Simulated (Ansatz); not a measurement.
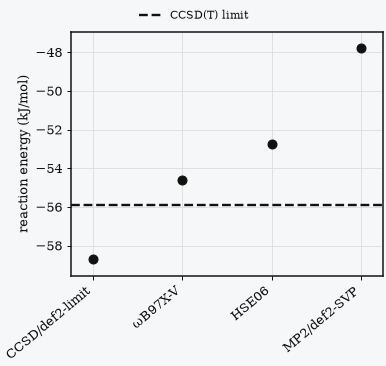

Electronic reaction energy of Si₂NH₄O₂F₃ (O[SiH](O)N[Si](F)(F)F) + SiHOF₃ (O[Si](F)(F)F) → Si₂H₃O₃F₃ (O[SiH](O)O[Si](F)(F)F) + SiNH₂F₃ (N[Si](F)(F)F) (SMILES in brackets) at several levels (functionals in def2-TZVPP unless a basis is named), isolated molecules at PBE0-D4 triple-zeta geometries, minima by their frequencies, no zero-point or thermal terms, the Ansatz code 0.2.0. The line is frozen-core CCSD(T) at the basis limit (MP2 extrapolated from triple and quadruple zeta, plus CCSD(T) less MP2 in a smaller set). No dispersion term is added to HSE06. The distance of MP2/def2-SVP to the limit includes basis error.

Q: Which level comes closest to the line (CCSD(T) limit), and which misses most?

A: Closest ωB97X-V (−54.6 kJ/mol), against −55.9 kJ/mol; farthest MP2/def2-SVP (−47.8 kJ/mol).

Q: What do zero-point energy and temperature add?

A: Zero-point change −0.1 kJ/mol; at 298.15 K and 1 bar the CCSD(T) limit plus thermal terms gives an enthalpy of reaction of −54.7 and a free energy of −61.6 kJ/mol (harmonic PBE0-D4 modes, ideal gas).

Caveats: one conformer of each flexible molecule.
